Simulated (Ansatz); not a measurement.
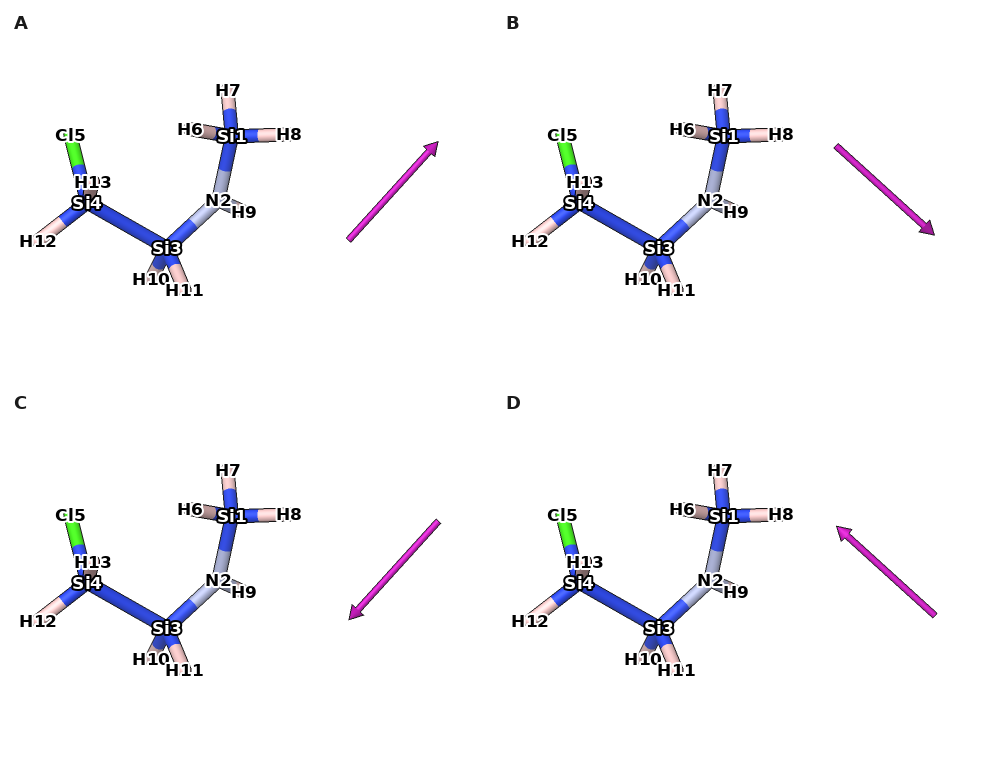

The same molecule four times, each with an arrow. The geometry was computed by an optimisation with PBE0-D4/def2-TZVP. Method: RKS B3LYP-D4/def2-TZVPP (Ansatz 0.2.0).

Which arrow points along the dipole moment, from the negative to the positive end?

Answer. B. The dipole moment is 1.68 D; it points from the side of Cl5 to the side of H9, H11 (the outermost atoms at the two ends).
